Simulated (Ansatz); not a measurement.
**SiN₂H₄: geometry relaxation**

- system: SiN₂H₄
- method: UKS PBE0-D4/def2-SVP (Ansatz 0.2.0)

It belongs to a series of runs on one base structure; here: start relaxed.

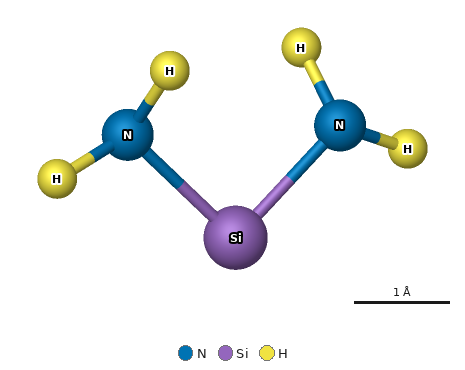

The starting structure (ball-and-stick view, seen at a tilt).

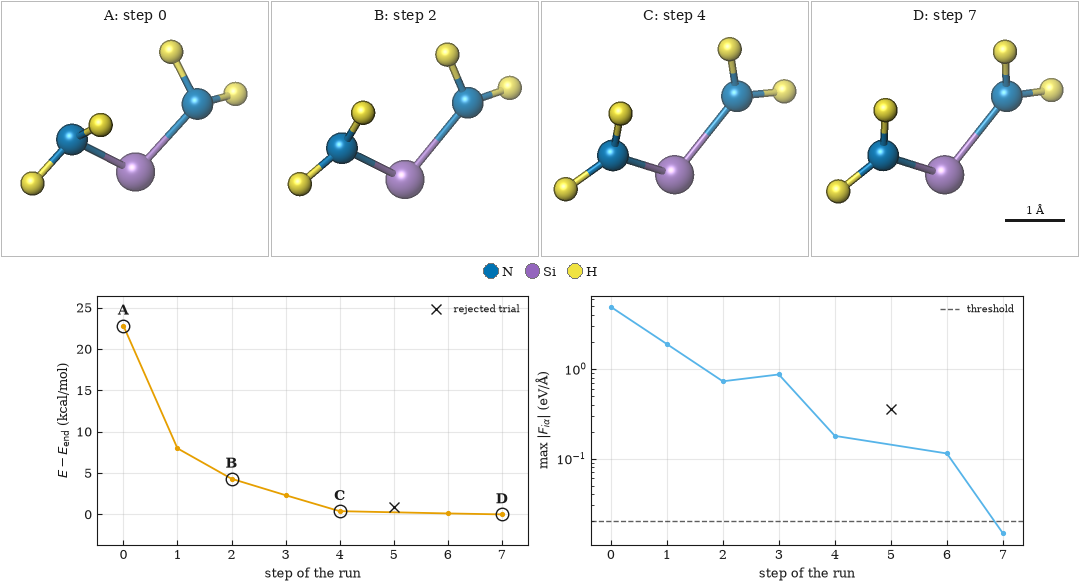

Frames of the relaxation (ball-and-stick view, seen at a tilt) above the curves, on which the letters mark them (the first geometry is step 0 here and step 1 in the log).

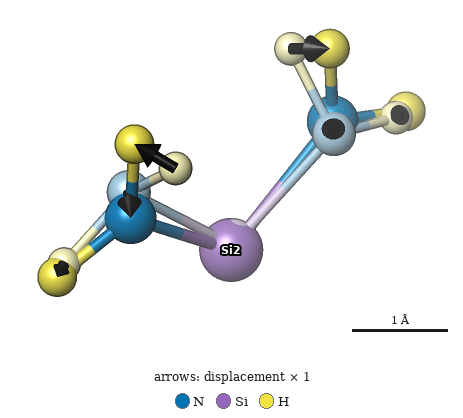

Start (faint) and end (solid) with the displacements as black arrows, at true length (ball-and-stick view, seen at a tilt). The two geometries are laid on each other by the best rigid fit. The atom that moves furthest after the best rigid fit is H6 (0.50 Å). Largest moves by element: H 0.50 Å, N 0.33 Å, Si 0.05 Å. Among the contacts that change: N1–Si2 1.628 → 1.728 Å, Si2–N3 1.664 → 1.728 Å, N3–H7 1.066 → 1.013 Å, N1–H4 0.989 → 1.013 Å. Among the angles that change: Si2–N3–H6 109.9° → 128.0°, Si2–N1–H5 111.8° → 128.1°, H4–N1–H5 102.6° → 111.5°. Over 7 geometry steps the energy falls by 22.8 kcal/mol. The largest force component goes from 4.9 to 0.015 eV/Å. The line search rejected the trial step at point 5 (counted from 0) and went back. (Atoms are counted from 1 in the order of the input.)

The input and output of the run follow.

## The input
```yaml
crystal:
  periodic: [false, false, false]
  atoms:
    - { symbol: "N", position_ang: [-0.9757, 0.4178, -0.5039] }
    - { symbol: Si, position_ang: [-0.197, -1.0088, -0.4107] }
    - { symbol: "N", position_ang: [0.9983, -0.3536, 0.5437] }
    - { symbol: H, position_ang: [-1.9325, 0.321, -0.7355] }
    - { symbol: H, position_ang: [-1.0118, 0.8846, 0.3911] }
    - { symbol: H, position_ang: [1.2706, 0.5764, 0.1783] }
    - { symbol: H, position_ang: [1.9094, -0.9054, 0.4913] }
magnetization:
  spin_polarized: true
basis:
  gaussian: { orbitals: def2-SVP }
hamiltonian:
  xc: pbe0
  dispersion: d4
relax:
  f_tol: 0.02
  max_steps: 40
```

Run as:
```bash
ansatz run input.yaml --threads 1 --pin off --max-ram 2048MiB --backend cpu --events-out ev --progress --plain --runs-dir out
```

## Output
```
The last accepted step is kept in [file] (removed where the run ends without a failure and the disk answers)
Engine: ansatz 0.2.0, aarch64-unknown-linux-gnu
Functional definition: PBE0
  parameter a = 0.25
  parameter kappa = 0.804
  parameter beta = 0.06672455060314922
  exchange = (1 - a)*pbe_x(kappa = kappa, mu = beta*pi^2/3) + a*exact_x
  correlation = pbe_c(beta = beta)
711 factors; integrals over basis functions are off by at most 4.8e-4 eV
mean field evaluation 1: about -10901.4592 eV, gradient 4.9e1 eV
mean field evaluation 2: about -10889.0412 eV, gradient 6.9e1 eV
mean field evaluation 4: about -10910.8950 eV, gradient 1.6e0 eV
mean field evaluation 8: about -10910.9171 eV, gradient 1.8e-2 eV
mean field -10910.91711575 eV, -400.9688083187 hartree, gradient 2.9e-5 eV, S^2 0.000000; 0 other end points of the search recorded, 0 dependent functions left out
the calculation of the forces begins
reference -10910.91713875 eV, -400.9688091639 hartree; 16, 16 occupied and 50, 50 virtual orbitals, 711 factors
relax step   1: F+E_penalty+E_count = -10911.01349367 eV  Δ(F+E_penalty+E_count) = +0.000e0 eV  max|allowed force component| = 4.934e0 eV/Å  Δτ_max = 0.0000 Å  (28 SCF iters, accepted)
these checks for a lower state are left out or cut short: starts, cluster_reference, orbital_swaps, neighbouring_geometries, increment
711 factors; integrals over basis functions are off by at most 5.5e-4 eV
mean field evaluation 16: about -10911.5511 eV, gradient 1.9e-1 eV
mean field -10911.56153428 eV, -400.9924902627 hartree, gradient 1.5e-5 eV, S^2 0.000000; 0 other end points of the search recorded, 0 dependent functions left out
the calculation of the forces begins
reference -10911.56155750 eV, -400.9924911160 hartree; 16, 16 occupied and 50, 50 virtual orbitals, 711 factors
relax step   2: F+E_penalty+E_count = -10911.65644482 eV  Δ(F+E_penalty+E_count) = -6.430e-1 eV  max|allowed force component| = 1.898e0 eV/Å  Δτ_max = 0.1362 Å  (29 SCF iters, accepted)
these checks for a lower state are left out or cut short: starts, cluster_reference, orbital_swaps, neighbouring_geometries, increment
711 factors; integrals over basis functions are off by at most 5.4e-4 eV
mean field -10911.72076466 eV, -400.9983418712 hartree, gradient 1.9e-5 eV, S^2 0.000000; 0 other end points of the search recorded, 0 dependent functions left out
the calculation of the forces begins
reference -10911.72078796 eV, -400.9983427274 hartree; 16, 16 occupied and 50, 50 virtual orbitals, 711 factors
relax step   3: F+E_penalty+E_count = -10911.81587447 eV  Δ(F+E_penalty+E_count) = -1.594e-1 eV  max|allowed force component| = 7.278e-1 eV/Å  Δτ_max = 0.1999 Å  (31 SCF iters, accepted)
these checks for a lower state are left out or cut short: starts, cluster_reference, orbital_swaps, neighbouring_geometries, increment
711 factors; integrals over basis functions are off by at most 5.1e-4 eV
mean field evaluation 32: about -10911.8078 eV, gradient 4.7e-2 eV
mean field -10911.80783429 eV, -401.0015416213 hartree, gradient 3.3e-5 eV, S^2 0.000000; 0 other end points of the search recorded, 0 dependent functions left out
the calculation of the forces begins
reference -10911.80785816 eV, -401.0015424984 hartree; 16, 16 occupied and 50, 50 virtual orbitals, 711 factors
relax step   4: F+E_penalty+E_count = -10911.90212037 eV  Δ(F+E_penalty+E_count) = -8.625e-2 eV  max|allowed force component| = 8.679e-1 eV/Å  Δτ_max = 0.2000 Å  (31 SCF iters, accepted)
these checks for a lower state are left out or cut short: starts, cluster_reference, orbital_swaps, neighbouring_geometries, increment
711 factors; integrals over basis functions are off by at most 4.7e-4 eV
mean field -10911.89200954 eV, -401.0046350045 hartree, gradient 1.9e-5 eV, S^2 0.000000; 0 other end points of the search recorded, 0 dependent functions left out
the calculation of the forces begins
reference -10911.89203353 eV, -401.0046358862 hartree; 16, 16 occupied and 50, 50 virtual orbitals, 711 factors
relax step   5: F+E_penalty+E_count = -10911.98576017 eV  Δ(F+E_penalty+E_count) = -8.364e-2 eV  max|allowed force component| = 1.791e-1 eV/Å  Δτ_max = 0.2000 Å  (29 SCF iters, accepted)
these checks for a lower state are left out or cut short: starts, cluster_reference, orbital_swaps, neighbouring_geometries, increment
711 factors; integrals over basis functions are off by at most 4.6e-4 eV
mean field -10911.86984833 eV, -401.0038205951 hartree, gradient 7.3e-6 eV, S^2 0.000000; 0 other end points of the search recorded, 0 dependent functions left out
the calculation of the forces begins
reference -10911.86987252 eV, -401.0038214841 hartree; 16, 16 occupied and 50, 50 virtual orbitals, 711 factors
relax step   6: F+E_penalty+E_count = -10911.96348330 eV  Δ(F+E_penalty+E_count) = +2.228e-2 eV  max|allowed force component| = 3.540e-1 eV/Å  Δτ_max = 0.1123 Å  (29 SCF iters, rejected (line search))
these checks for a lower state are left out or cut short: starts, cluster_reference, orbital_swaps, neighbouring_geometries, increment
711 factors; integrals over basis functions are off by at most 4.6e-4 eV
mean field -10911.90395063 eV, -401.0050738315 hartree, gradient 3.8e-5 eV, S^2 0.000000; 0 other end points of the search recorded, 0 dependent functions left out
the calculation of the forces begins
reference -10911.90397474 eV, -401.0050747174 hartree; 16, 16 occupied and 50, 50 virtual orbitals, 711 factors
relax step   7: F+E_penalty+E_count = -10911.99772281 eV  Δ(F+E_penalty+E_count) = -1.196e-2 eV  max|allowed force component| = 1.139e-1 eV/Å  Δτ_max = 0.0547 Å  (27 SCF iters, accepted)
these checks for a lower state are left out or cut short: starts, cluster_reference, orbital_swaps, neighbouring_geometries, increment
711 factors; integrals over basis functions are off by at most 4.6e-4 eV
mean field -10911.90895165 eV, -401.0052576156 hartree, gradient 4.5e-5 eV, S^2 0.000000; 0 other end points of the search recorded, 0 dependent functions left out
the calculation of the forces begins
reference -10911.90897580 eV, -401.0052585030 hartree; 16, 16 occupied and 50, 50 virtual orbitals, 711 factors
relax step   8: F+E_penalty+E_count = -10912.00272054 eV  Δ(F+E_penalty+E_count) = -4.998e-3 eV  max|allowed force component| = 1.466e-2 eV/Å  Δτ_max = 0.0682 Å  (27 SCF iters, accepted)
711 factors; integrals over basis functions are off by at most 4.6e-4 eV
mean field evaluation 64: about -10911.8878 eV, gradient 1.3e0 eV
mean field -10911.90895165 eV, -401.0052576156 hartree, gradient 4.5e-5 eV, S^2 0.000000; 1 other end points of the search recorded, 0 dependent functions left out
the calculation of the forces begins
reference -10911.90897580 eV, -401.0052585030 hartree; 16, 16 occupied and 50, 50 virtual orbitals, 711 factors
Total energy: -10912.00274469 eV, -401.0087044462 hartree
Atom 0 at    -1.225907     0.319298    -0.356332 Å, force     0.009940     0.003859     0.005838 eV/Å
Atom 1 at    -0.181655    -1.055807    -0.431291 Å, force     0.000878     0.003818     0.001788 eV/Å
Atom 2 at     1.232237    -0.402089     0.317302 Å, force    -0.008448     0.011910     0.000808 eV/Å
Atom 3 at    -2.166178     0.271012    -0.730541 Å, force    -0.005308    -0.014664    -0.003252 eV/Å
Atom 4 at    -1.030228     1.234015     0.040423 Å, force     0.012806     0.003511    -0.001891 eV/Å
Atom 5 at     1.373236     0.538890     0.673716 Å, force    -0.009007     0.005886     0.006362 eV/Å
Atom 6 at     2.059794    -0.973320     0.441023 Å, force    -0.000861    -0.014319    -0.009653 eV/Å
Dipole moment:     0.084062     0.462033     0.187897 e Å
```

## Trajectory as extended XYZ (Å, eV, eV/Å), 8 frames, from step=1 to step=8
```
7
Properties=species:S:1:pos:R:3:forces:R:3 step=1 energy=-10911.01349
N    -0.9757    0.4178   -0.5039   -2.3790   2.7773   0.0476
Si   -0.1970   -1.0088   -0.4107    0.1909  -4.1457  -1.1524
N     0.9983   -0.3536    0.5437    4.9344  -0.0628   0.4822
H    -1.9325    0.3210   -0.7355   -1.4018   0.1389  -0.9481
H    -1.0118    0.8846    0.3911    0.4439   0.7455   0.2900
H     1.2706    0.5764    0.1783   -0.2730  -0.2507   0.6756
H     1.9094   -0.9054    0.4913   -1.5153   0.7975   0.6052
7
Properties=species:S:1:pos:R:3:forces:R:3 step=2 energy=-10911.65645
N    -1.0859    0.4126   -0.5186   -1.0253   1.2139   0.9417
Si   -0.1819   -1.0106   -0.4272    0.1234  -1.8977  -0.5205
N     1.1047   -0.4015    0.5228    1.6403   0.6750  -0.3289
H    -2.0666    0.3003   -0.7472   -0.1164   0.1046  -0.3018
H    -1.0319    0.9953    0.3300    0.0546   0.1230  -0.5735
H     1.3414    0.5810    0.2931   -0.0895  -0.4996   0.5541
H     1.9815   -0.9451    0.5014   -0.5872   0.2808   0.2288
7
Properties=species:S:1:pos:R:3:forces:R:3 step=3 energy=-10911.81587
N    -1.0885    0.3447   -0.4667   -0.6477  -0.0749   0.1728
Si   -0.2028   -1.1514   -0.4737    0.2778   0.7278   0.3745
N     1.0962   -0.4165    0.4363    0.5836  -0.2297  -0.3530
H    -2.0758    0.3619   -0.7048    0.0637   0.1134  -0.0790
H    -0.8699    1.0571    0.2389   -0.1613  -0.1704  -0.3904
H     1.1951    0.6065    0.4268    0.0616  -0.4907   0.1539
H     2.0070   -0.8703    0.4975   -0.1777   0.1245   0.1212
7
Properties=species:S:1:pos:R:3:forces:R:3 step=4 energy=-10911.90212
N    -1.1966    0.3023   -0.3494   -0.8679   0.2317  -0.4105
Si   -0.1908   -1.0964   -0.4434   -0.0724  -0.1775  -0.0999
N     1.2011   -0.4019    0.2961    0.8604  -0.2661   0.3982
H    -2.0919    0.4056   -0.8490    0.6310  -0.2216   0.4098
H    -1.0572    1.0623    0.3090    0.0863   0.1443  -0.0850
H     1.3809    0.5949    0.3648   -0.0883   0.0813   0.1384
H     2.0158   -0.9349    0.6262   -0.5491   0.2080  -0.3509
7
Properties=species:S:1:pos:R:3:forces:R:3 step=5 energy=-10911.98576
N    -1.2306    0.3183   -0.3584    0.0381   0.0160   0.0196
Si   -0.1822   -1.0555   -0.4288   -0.0368  -0.1444  -0.0679
N     1.2341   -0.4044    0.3193    0.0141   0.0008   0.0102
H    -2.1522    0.3051   -0.7892    0.1791   0.0033   0.1368
H    -1.0473    1.1811    0.1484   -0.0872   0.0275  -0.1156
H     1.3893    0.5711    0.5596    0.0634  -0.0468   0.0911
H     2.0503   -0.9837    0.5034   -0.1707   0.1436  -0.0743
7
Properties=species:S:1:pos:R:3:forces:R:3 step=6 energy=-10911.96348 accepted=F
N    -1.2371    0.3249   -0.3305    0.0091  -0.3540  -0.3155
Si   -0.1434   -1.0020   -0.5142   -0.1090   0.0068   0.2802
N     1.2357   -0.3911    0.3309    0.0980  -0.2456  -0.1580
H    -2.1710    0.2262   -0.7116   -0.0085   0.1365  -0.0369
H    -1.0743    1.2418    0.0601    0.0156   0.2187   0.1685
H     1.4485    0.5632    0.6002   -0.0189   0.0209   0.1616
H     2.0030   -1.0308    0.5193    0.0137   0.2167  -0.0998
7
Properties=species:S:1:pos:R:3:forces:R:3 step=7 energy=-10911.99772
N    -1.2269    0.3180   -0.3543    0.0727   0.0148   0.0301
Si   -0.1822   -1.0591   -0.4322    0.0073   0.0489   0.0228
N     1.2310   -0.4024    0.3200   -0.0533   0.0679  -0.0122
H    -2.1531    0.2866   -0.7650    0.0085   0.0029   0.0372
H    -1.0429    1.2093    0.1017   -0.0281  -0.0509  -0.0811
H     1.3866    0.5610    0.6107   -0.0033  -0.1139   0.0213
H     2.0487   -0.9814    0.4735   -0.0039   0.0303  -0.0181
7
Properties=species:S:1:pos:R:3:forces:R:3 step=8 energy=-10912.00272
N    -1.2259    0.3193   -0.3563    0.0099   0.0039   0.0058
Si   -0.1817   -1.0558   -0.4313    0.0009   0.0038   0.0018
N     1.2322   -0.4021    0.3173   -0.0084   0.0119   0.0008
H    -2.1662    0.2710   -0.7305   -0.0053  -0.0147  -0.0033
H    -1.0302    1.2340    0.0404    0.0128   0.0035  -0.0019
H     1.3732    0.5389    0.6737   -0.0090   0.0059   0.0064
H     2.0598   -0.9733    0.4410   -0.0009  -0.0143  -0.0097
```

## Summary

- outcome: converged
- total energy: −10912.0027 eV
- mean-field energy: −10911.9090 eV
- largest force (length of the vector) at the end: 0.017 eV/Å
- hardware: 1 thread of Arm Neoverse V2, 128 GiB of memory available, shared host
- wall time: 22 s
- peak memory: 0.15 GiB
